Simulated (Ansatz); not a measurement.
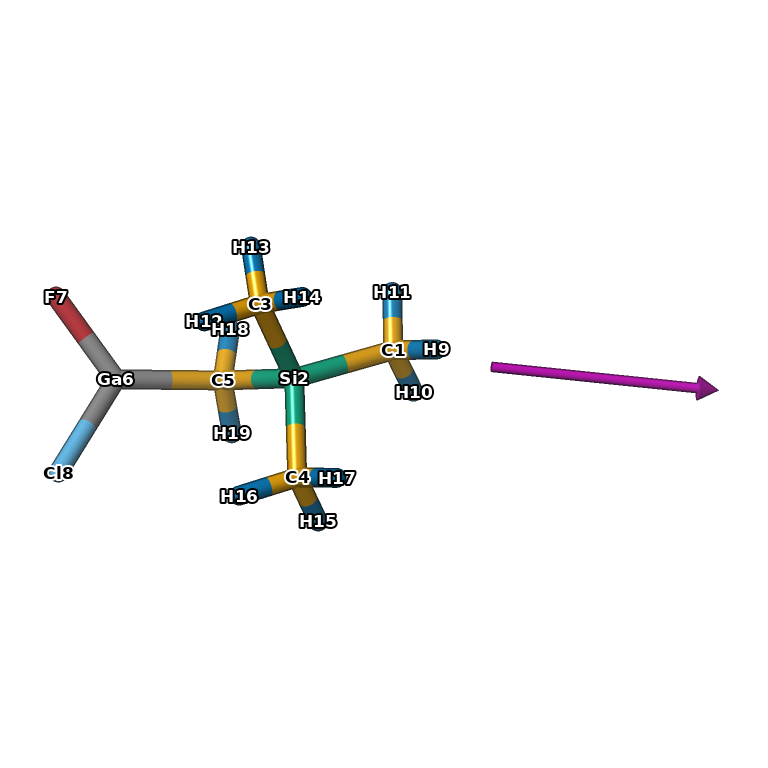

The arrow beside the molecule shows the direction of the dipole moment, from the negative to the positive end (its length means nothing). The geometry was computed by an optimisation with PBE0-D4/def2-TZVP. No frequency run is at hand to confirm it as a minimum. Level of theory: RKS B3LYP-D4/def2-TZVPP (Ansatz 0.2.0).

Estimate the dipole moment.

Answer. 3.77 D; it points from the side of F7, Cl8 to the side of H9, H10 (the outermost atoms at the two ends).
